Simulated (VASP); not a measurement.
```
Si F
1.0
     3.18662    0.00000    0.00000
     0.00000    3.18662    0.00000
     0.00000    0.00000    3.18662
Si F
1 1
Direct
  0.50000 0.50000 0.50000
  0.00000 0.00000 0.00000
```

Space group Pm-3m; a generated structure, not necessarily the stable one; computed pressure about −8 GPa in this cell.

The calculation used Kohn-Sham DFT of a periodic cell, PBE, VASP PAW PBE potentials, recommended in VASP 6.6.1.

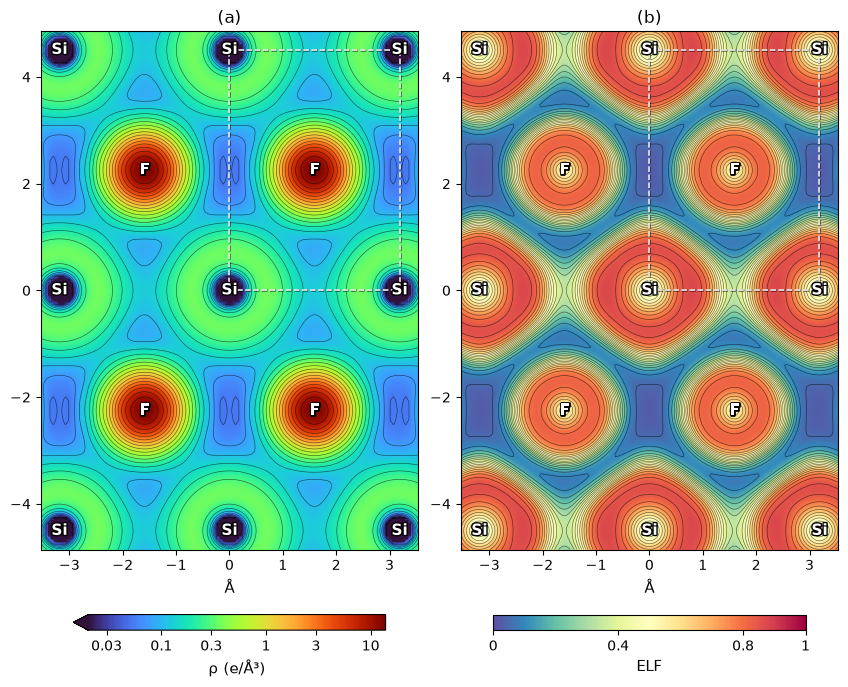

SiF. (a) valence electron density; (b) ELF on the (11̄0) plane of the conventional cell.

In a PAW calculation such maps are meaningful between the atoms, not at the nuclei.

Q: Describe what can be read from this map.

A: Atoms in the plane: Si and F.
Si–F (2.76 Å): ρ is about 0.13 e/Å³ halfway; the ELF peaks at about 0.85 in the valence shell of Si, 0.8 Å from its nucleus, and drops to about 0.10 between the two atoms: no shared electron pair shows on this line.
Between the atoms the lowest density in this plane is 0.05 e/Å³.
